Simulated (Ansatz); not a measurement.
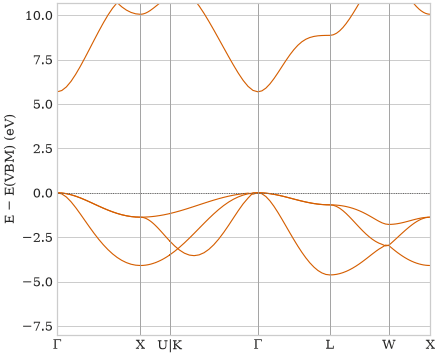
Figure. Band structure from r²SCAN (plane waves, PAW; program Ansatz)

Q: Read off the gap and where the band edges lie.

A: About 5.7 eV (5.69 eV by a search for the band edges); maximum at Γ, minimum at Γ.

The material is MgO (rock salt, Fm-3m).

The cell was relaxed with r²SCAN under the symmetry of its start. The volume moved by -16 % from the start of the relaxation.

Potentials: the later of the program's two PAW sets.
